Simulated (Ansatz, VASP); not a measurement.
## Mg (Magnesium): VASP beside Ansatz

Wanted: the spread between two codes on one cell, functional and k mesh. The cell comes out of the VASP series on this material, whose earlier steps may have relaxed, scaled or displaced it; both programs get it as it stands.

Method: plane waves, with VASP 6.6.1 beside it; relaxation of cell and atoms at r2SCAN, in Ansatz 0.2.0.

### Step 1. The structure

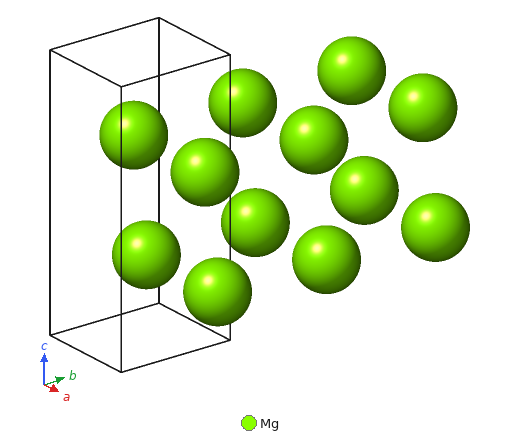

The cell as given, slightly off an axis (magnesium green). 2×3×1 cells are drawn.

### Step 2. Ansatz: relaxation of cell and atoms, r2SCAN

Ansatz runs on its default PAW (the set named soft_2) files.

The relaxed volume is the usual yardstick between codes: its relative difference is about their pressure difference at one cell divided by the bulk modulus.

Input file input.yaml:

```yaml
crystal:
  lattice:
    - [3.1776102727, 0.0, 0.0]
    - [-1.5888051364, 2.7518912195, 0.0]
    - [0.0, 0.0, 5.1279941887]
  atoms:
    - { symbol: Mg, position: [0.6666666667, 0.3333333333, 0.75] }
    - { symbol: Mg, position: [0.3333333333, 0.6666666667, 0.25] }
hamiltonian:
  xc: r2scan
  pseudopotentials: { kind: paw }
kpoints:
  mp_grid: { grid: [16, 16, 10] }
scf:
  occupations: { method: methfessel_paxton, width: 0.15 }
relax:
  f_tol: 0.01
  max_steps: 60
  cell: { stress_tol: 0.05 }
output:
  forces: true
  stress: true
```

On the command line:

```console
ansatz run input.yaml --threads 4 --pin off --max-ram 9216MiB --backend cpu --events-out ev --progress --plain --runs-dir out
```

Numbers of over 12 decimals in the logs are rounded to 6 here.

The program printed:

```text
Engine: ansatz 0.2.0, aarch64-unknown-linux-gnu
Pseudopotentials: kind: paw
Pseudopotential: Mg, paw, valence charge 10, recommended cutoff 500 eV (meta_gga), Mg.paw.azcp
Functional definition: r2SCAN
  parameter k0 = 0.174
  parameter k1 = 0.065
  parameter a1 = 4.9479
  exchange = r2scan_x(k0 = k0, k1 = k1, a1 = a1)
  correlation = r2scan_c
Crystal: 2 atoms, lattice volume = 44.841 Å³
Basis set: ecut = 500 eV, 1105 PW (Γ), exchange–correlation on 96×96×160 points (64 copies of the dense FFT grid, shifted against one another)
Bands: 14, of which v1, the nominal top of the filled ones, is band 10 counted from 1 (9 counted from 0)
Symmetry: 24 space group operations
Space group: P63/mmc (ITA 194), of the structure as read, at distance tolerance 3.6e-5 Å
k-points: 180 of 2560
Non-local potential: Mg, projectors of the file, l = 0: 3, l = 1: 2, l = 2: 1
PAW form: soft (Blöchl's): semilocal exchange-correlation on the pseudo side does not see the compensation charge
PAW frozen core: Mg, regenerated for the run's functional (the file was generated under x = pbe(κ = 0.804, μ = 0.219515), c = pbe(β = 0.066725))
PAW one-centre angular grid: Mg, 302 points (default); XC on 224 Gauss nodes
Initial density: superposition of atomic densities (neutral atoms: chi_scale 0, normalization atom), corrected by the library's trained network
Initial wavefunctions: pseudopotential atomic-orbital guess
Functional: x = r2scan, c = r2scan; τ floored in thin density (d = 2e-4 eV/Å³)
SCF iter   1: F=—  HF=-3852.796490 eV  |F-HF|=—  |Δ(HF+E_count)|=         —  Δρ=7.51e-3  dr2=8.21e-3  dr2_τ=6.68e-4  ethr=1.77e-3  ⟨swp⟩=5.0  Hψ=13245  notcnv=0
preconditioner: auto → none  [metal: Δε(μ)=0.032 eV  Ē_g=7.505 eV  σ=0.150 eV  W_gap=0.18  n_scr=8 (ndim 8)  ℏωp=11.1 eV  f_vac=0.000  D(μ)=0.97/eV (n_scr^D=2)  sad-step TF]
SCF iter   2: F=—  HF=-3852.804369 eV  |F-HF|=—  |Δ(HF+E_count)|=   7.88e-3  S|Δr|=    0.00e0  Δρ=3.13e-3  dr2=2.01e-3  dr2_τ=5.80e-5  ethr=4.10e-5  ⟨swp⟩=2.0  Hψ=6460  notcnv=0  defer=2
SCF iter   3: F=—  HF=-3852.804962 eV  |F-HF|=—  |Δ(HF+E_count)|=   5.94e-4  S|Δr|=    0.00e0  Δρ=6.68e-4  dr2=1.30e-4  dr2_τ=4.11e-6  ethr=1.00e-5  ⟨swp⟩=2.6  Hψ=4212  notcnv=0  defer=2
SCF iter   4: F=—  HF=-3852.805037 eV  |F-HF|=—  |Δ(HF+E_count)|=   7.48e-5  S|Δr|=    0.00e0  Δρ=4.40e-5  dr2=7.32e-7  dr2_τ=2.80e-8  ethr=6.52e-7  ⟨swp⟩=1.9  Hψ=2920  notcnv=0  defer=2
SCF iter   5: F=—  HF=-3852.805038 eV  |F-HF|=—  |Δ(HF+E_count)|=   6.78e-7  S|Δr|=    0.00e0  Δρ=6.04e-6  dr2=1.27e-8  dr2_τ=6.23e-10  ethr=5.00e-10  ⟨swp⟩=4.9  Hψ=9012  notcnv=0
SCF iter   6: F=-3852.805038 eV  HF=-3852.805038 eV  |F-HF|=1.46e-11  |Δ(HF+E_count)|=   1.24e-8  S|Δr|=    0.00e0  Δρ=4.03e-7  dr2=8.47e-11  dr2_τ=4.47e-12  ethr=6.35e-11  ⟨swp⟩=2.0  Hψ=8979  notcnv=0
SCF 1 converged in 6 iterations: F = -3852.805038 eV  dr2 = 8.47e-11
  greatest PAW one-centre occupation: 1.000 electrons in one spin orbital (limit 2), on the Mg atom at site 1 (counted from 0), in its partial waves of l = 0
relax step   1: F+E_penalty+E_count = -3852.80503789 eV  Δ(F+E_penalty+E_count) = +0.000e0 eV  max|allowed force component| = 5.551e-17 eV/Å  Δτ_max = 0.0000 Å  P = +0.294 GPa  Ω = 44.841 Å³  (6 SCF iters, dr2 threshold 1.00e-7 eV, accepted)
[...]
relax step   2: F+E_penalty+E_count = -3852.80528178 eV  Δ(F+E_penalty+E_count) = -2.439e-4 eV  max|allowed force component| = 9.946e-17 eV/Å  Δτ_max = 0.0000 Å  P = +0.030 GPa  Ω = 45.137 Å³  energy of the carried Pulay correction = -5.346e-5 eV  (3 SCF iters, dr2 threshold 2.00e-7 eV, accepted)
[...]
relax step   3: F+E_penalty+E_count = -3852.80533152 eV  Δ(F+E_penalty+E_count) = -4.973e-5 eV  max|allowed force component| = 6.129e-17 eV/Å  Δτ_max = 0.0000 Å  P = +0.029 GPa  Ω = 45.137 Å³  stress off target by 3.26e-2 GPa  SCF on the basis re-selected at this cell (its energy is not comparable with the rows above)  (4 SCF iters)
basis re-selected at this cell: Δ(F+E_penalty+E_count) = -4.973e-5 eV, ΔP = -0.000 GPa vs the last step (what re-selecting the basis moved, of the pressure what is left beyond the Pulay correction that the steps carried, after the strain that the cell walked since its last selection, with what the two solves' SCF thresholds leave and, on support functions, any second-order correction that the steps lacked; it is no m [...]
SCF converged after 4 iterations
Stability not checked: this state was not tested for a lower state beside it, because cold or Methfessel-Paxton smearing, or corrected tetrahedra, fill the levels in a way that the test cannot read (fill_not_monotonic; see scf.lower_state_search)
Free energy (F): -3852.805332 eV
Harris-Foulkes:  -3852.805332 eV  (|F-HF|=9.09e-13)
Internal energy: -3852.805105 eV  (E = F + TS)
E sigma→0 (E₀):  -3852.805275 eV
Entropy (-TS):   -0.000226 eV (-0.113 meV/atom)
Fermi energy:    5.827540 eV
--- Per-component energies (eV) ---
  E_band       = -740.372653
  E_kinetic    = 148.788246
  E_local      = -3230.087384  (includes V_loc(G=0)·N_el)
  E_nonlocal   = 191.739162
  E_hartree    = 1153.770885
  E_xc         = -52.859350
  E_vxc        = -76.734823  (∫ρ·V_xc dr)
  E_paw        = -592.486833  (= ΣΔE_a)
  E_vpaw       = -86.621080  (= ΣTr[D̂ρ^β])
  E_aug_tail   = -0.000003  (compensation charges beyond the density's cutoff)
  E_vtau       = 5.001459  (kinetic-family band-sum trace: ∫τ·v_τ [+ j·A + Jᵃ·Aᵃ] dr)
  E_ewald      = -1471.617411
  E_core_change = -0.052416  (= ΣΔE_core)
  E_smearing   = -0.000226  (= −TS)
  E_closure    = 0.000000  (closes the sum)
  Σ components = -3852.805332   (vs F -3852.805332, Δ=0.00e0)
--- Forces (eV/Å), atoms counted from 1 ---
  atom   1  Mg    -0.00000000     0.00000000     0.00000000
  atom   2  Mg     0.00000000    -0.00000000    -0.00000000
  max |Σ_I F_I| component: 1.16e-17 eV/Å
--- Stress (GPa, compression-positive) ---
        0.027520      -0.000000      -0.000000
       -0.000000       0.027520       0.000000
       -0.000000       0.000000       0.032559
  P = ⅓ Tr σ = 0.0292 GPa (0.292 kbar)
--- Relaxed structure (2 steps of the walk, 2 accepted, 1 SCFs on fresh bases) ---
  F+E_penalty+E_count = -3852.80533152 eV   max|allowed force component| = 6.129e-17 eV/Å   (the final SCF, on the basis selected at the relaxed cell)
  cell:  # Å, volume = 45.1373 Å³
    - [3.184619, 2.893109800547929e-11, 2.574010088925733e-19]
    - [-1.592310, 2.757961, -1.2870050444831055e-19]
    - [4.1539105317701004e-19, 0, 5.139132]
  atoms:
    - { symbol: Mg, position: [0.666667, 0.333333, 0.75] }
    - { symbol: Mg, position: [0.333333, 0.666667, 0.250000] }
```

It took 6.4 s on 4 threads of Arm Neoverse V2, shared host; peak memory 0.52 GiB.

### Step 3. VASP: relaxation of cell and atoms, r2SCAN

The same cell, functional, mesh and smearing now go to VASP, with its own data sets and cutoff.

Lines of VASP's logs that name or quote its potential files are left out, and so is its time.

Input file INCAR:

```
SYSTEM = Mg
PREC = Accurate
ENCUT = 450
EDIFF = 1E-06
NELM = 100
ISMEAR = 1
SIGMA = 0.15
LREAL = .FALSE.
ALGO = Normal
METAGGA = R2SCAN
LASPH = .TRUE.
NBANDS = 8
LORBIT = 11
LWAVE = .FALSE.
LCHARG = .FALSE.
KPAR = 4
IBRION = 2
NSW = 50
ISIF = 3
EDIFFG = -0.004
```

Input file POSCAR:

```
Mg
1.0
    3.1776102727      0.0000000000      0.0000000000
   -1.5888051364      2.7518912195      0.0000000000
    0.0000000000      0.0000000000      5.1279941887
Mg
2
Direct
    0.6666666667      0.3333333333      0.7500000000
    0.3333333333      0.6666666667      0.2500000000
```

Input file KPOINTS:

```
Automatic mesh
0
Gamma
16 16 10
0 0 0
```

The projector-augmented-wave data sets are Mg (PBE family, release 64).

On the command line:

```console
mpirun -np 4 vasp_std
```

The program printed:

```text
[banner, memory and clock lines left out]
running    4 mpi-ranks, on    1 nodes
 distrk:  each k-point on    1 cores,    4 groups
 distr:  one band on    1 cores,    1 groups

 POSCAR found type information on POSCAR Mg
 POSCAR found :  1 types and       2 ions
|                                                                             |
|               ----> ADVICE to this user running VASP <----                  |
|                                                                             |
|     You enforced a specific xc type in the INCAR file but a different       |
|     [... a line on the potential file left out ...]
|     I HOPE YOU KNOW WHAT YOU ARE DOING!                                     |
|                                                                             |

 LDA part: xc-table for (None), standard interpolation
 POSCAR, INCAR and KPOINTS ok, starting setup
 FFT: planning ... GRIDC
 FFT: planning ... GRID_SOFT
 FFT: planning ... GRID
 WAVECAR not read
 entering main loop
       N       E                     dE             d eps       ncg     rms          rms(c)
DAV:   1    -0.612360064995E+01   -0.61236E+01   -0.12706E+03  2880   0.330E+02
DAV:   2    -0.831209716961E+01   -0.21885E+01   -0.21084E+01  3984   0.206E+01
DAV:   3    -0.832510397001E+01   -0.13007E-01   -0.12956E-01  3856   0.214E+00
DAV:   4    -0.832515284731E+01   -0.48877E-04   -0.48871E-04  4224   0.106E-01
DAV:   5    -0.832515293647E+01   -0.89160E-07   -0.89264E-07  3816   0.337E-03    0.961E-01
DAV:   6    -0.827447742645E+01    0.50676E-01   -0.10533E-01  3552   0.150E+00    0.701E-01
DAV:   7    -0.828845580200E+01   -0.13978E-01   -0.18562E-02  3032   0.124E+00    0.185E-01
DAV:   8    -0.828872005809E+01   -0.26426E-03   -0.26725E-04  3952   0.151E-01    0.208E-02
DAV:   9    -0.828870833054E+01    0.11728E-04   -0.12788E-05  3480   0.209E-02    0.168E-03
DAV:  10    -0.828870895504E+01   -0.62450E-06   -0.18838E-07  2800   0.282E-03
   1 F= -.82887090E+01 E0= -.82886409E+01  d E =-.828871E+01
 curvature:   0.00 expect dE= 0.000E+00 dE for cont linesearch  0.000E+00
 trial: gam= 0.00000 g(F)=  0.115E-44 g(S)=  0.237E-05 ort = 0.000E+00 (trialstep = 0.100E+01)
 search vector abs. value=  0.237E-05
 reached required accuracy - stopping structural energy minimisation
```

OUTCAR, selected parts (step 3):

```text
ion  position               nearest neighbor table
   1  0.667  0.333  0.750-   2 3.15   2 3.15   2 3.15   2 3.15   2 3.15   2 3.15
   2  0.333  0.667  0.250-   1 3.15   1 3.15   1 3.15   1 3.15   1 3.15   1 3.15

  LATTYP: Found a hexagonal cell.
 ALAT       =     3.1776102727
 C/A-ratio  =     1.6137895301

 Subroutine GETGRP returns: Found 24 space group operations
 (whereof 12 operations were pure point group operations)

The static configuration has the point symmetry D_3d.
 The point group associated with its full space group is D_6h.

 Found    180 irreducible k-points:

   k-points           NKPTS =    180   k-points in BZ     NKDIM =    180   number of bands    NBANDS=      8

   dimension x,y,z NGX =    24 NGY =   24 NGZ =   36
   dimension x,y,z NGXF=    48 NGYF=   48 NGZF=   72

   ENCUT  =  450.0 eV  33.07 Ry    5.75 a.u.   5.50  5.50  8.87*2*pi/ulx,y,z

   NELECT =       4.0000    total number of electrons

 k-points in reciprocal lattice and weights: Automatic mesh
   0.00000000  0.00000000  0.00000000       0.000
   0.06250000  0.00000000  0.00000000       0.002
   0.12500000  0.00000000  0.00000000       0.002
   0.18750000 -0.00000000  0.00000000       0.002
   0.25000000  0.00000000  0.00000000       0.002
   0.31250000  0.00000000  0.00000000       0.002
   0.37500000 -0.00000000  0.00000000       0.002
   0.43750000 -0.00000000  0.00000000       0.002
   0.50000000  0.00000000  0.00000000       0.001
[...]
0.37500000  0.25000000  0.50000000       0.002
   0.31250000  0.31250000  0.50000000       0.002

 average (electrostatic) potential at core
       1 -42.3642       2 -42.3642

 E-fermi :   2.7883

 k-point     1 :       0.0000    0.0000    0.0000
  band No.  band energies     occupation
      1      -4.7236      2.00000
      2       0.8591      2.00000
      3       1.6349      2.00000
      4      14.5453      0.00000
      5      14.5453      0.00000
      6      14.7375      0.00000
      7      14.7375      0.00000
      8      15.5440      0.00000

 k-point     2 :       0.0625    0.0000    0.0000
  band No.  band energies     occupation
      1      -4.6408      2.00000
      2       0.9355      2.00000
      3       1.7136      2.00000
      4      12.8084      0.00000
      5      13.6086      0.00000
      6      14.4471      0.00000
      7      15.7806      0.00000
      8      16.3861      0.00000

 k-point     3 :       0.1250    0.0000    0.0000
  band No.  band energies     occupation
      1      -4.3926      2.00000
      2       1.1645      2.00000
      3       1.9475      2.00000
      4      10.7431      0.00000
      5      12.7127      0.00000
      6      13.4853      0.00000
      7      15.8145      0.00000
      8      16.4504      0.00000

  Total        0.0057382      0.0057382      0.0057033     -0.0000000     -0.0000000      0.0000000
  in kB        0.2050264      0.2050264      0.2037773     -0.0000000     -0.0000000      0.0000000
  external PRESSURE =       0.2046100 kB  Pullay stress =       0.0000000 kB

  energy-cutoff  :      450.00
  volume of cell :       44.84
      direct lattice vectors                 reciprocal lattice vectors
     3.177610273  0.000000000  0.000000000     0.314701903  0.181693228  0.000000000
    -1.588805136  2.751891220  0.000000000     0.000000000  0.363386457  0.000000000
     0.000000000  0.000000000  5.127994189     0.000000000  0.000000000  0.195008021

 POSITION                                       TOTAL-FORCE (eV/Angst)
 -----------------------------------------------------------------------------------
      1.58881      0.91730      3.84600         0.000000      0.000000      0.000000
     -0.00000      1.83459      1.28200        -0.000000     -0.000000      0.000000
 -----------------------------------------------------------------------------------
    total drift:                               -0.000000      0.000000     -0.000000

  FREE ENERGIE OF THE ION-ELECTRON SYSTEM (eV)
  ---------------------------------------------------
  free  energy   TOTEN  =        -8.2887089550 eV

  energy  without entropy=       -8.2885048087  energy(sigma->0) =       -8.28864091

 reached required accuracy - stopping structural energy minimisation

 total charge
# of ion       s       p       d       tot
------------------------------------------
    1        0.194   0.134   0.011   0.339
    2        0.194   0.134   0.011   0.339
--------------------------------------------------
tot          0.387   0.268   0.023   0.678

[... 3 further parts left out ...]
```

CONTCAR:

```
Mg
   1.00000000000000
     3.1776102727000000    0.0000000000000000    0.0000000000000000
    -1.5888051364000000    2.7518912195000000    0.0000000000000000
     0.0000000000000000    0.0000000000000000    5.1279941886999998
  Mg
     2
Direct
     0.6666666667000030    0.3333333332999970    0.7500000000000000
     0.3333333332999970    0.6666666667000030    0.2500000000000000
```

### Step 4. Differences

Known differences besides the PAW data sets themselves: VASP keeps PBE cores, Ansatz makes them for the functional; both relaxations stop at a tolerance, which leaves soft axes loose, and VASP keeps its plane-wave basis; the data sets hold 20 valence electrons in Ansatz (default PAW (the set named soft_2) files) and 4 in VASP; the cutoff is 500 eV in Ansatz and 450 eV in VASP; Ansatz adds a Pulay correction to the stress that steers its cell, VASP none. Total energies have different zeros and are not compared.

Compared:

| quantity | Ansatz | VASP | difference |
| --- | --- | --- | --- |
| volume (Å³) | 45.14 | 44.84 | +0.66 % |
| edge a after relaxation, in the typed setting (Å) | 3.185 | 3.178 | +0.22 % |
| edge c after relaxation, in the typed setting (Å) | 5.139 | 5.128 | +0.22 % |

The walks stopped with 0.03 GPa left in Ansatz and 0.02 GPa in VASP; each walk ends within a tolerance, so the volume difference is uncertain by about these residues over the bulk modulus, most in soft cells.

### Step 5. Results

```json
{"difference in volume (relaxation of cell and atoms, r2SCAN)": "0.66 %"}
```

What this shows: The difference in volume is 0.66 % (relaxation of cell and atoms, r2SCAN), within the 1.2 % picked in this series as the mark of a large difference, as far as the stopping tolerances let one tell. How closely two codes agree says nothing of how well the functional describes the real material.

[Lines on the potential files, build, host, timing and source positions are cut from VASP's logs without a mark.]

[Logs are printed without paths, hosts, clocks, repeated set-up lines and the standing remarks that a program may print on its own settings, such as how far it seeks lower states.]

[Hosts, paths, dates, database ids (printed as entryN), source tags and the programs' standing remarks are cut or masked in the printed files.]
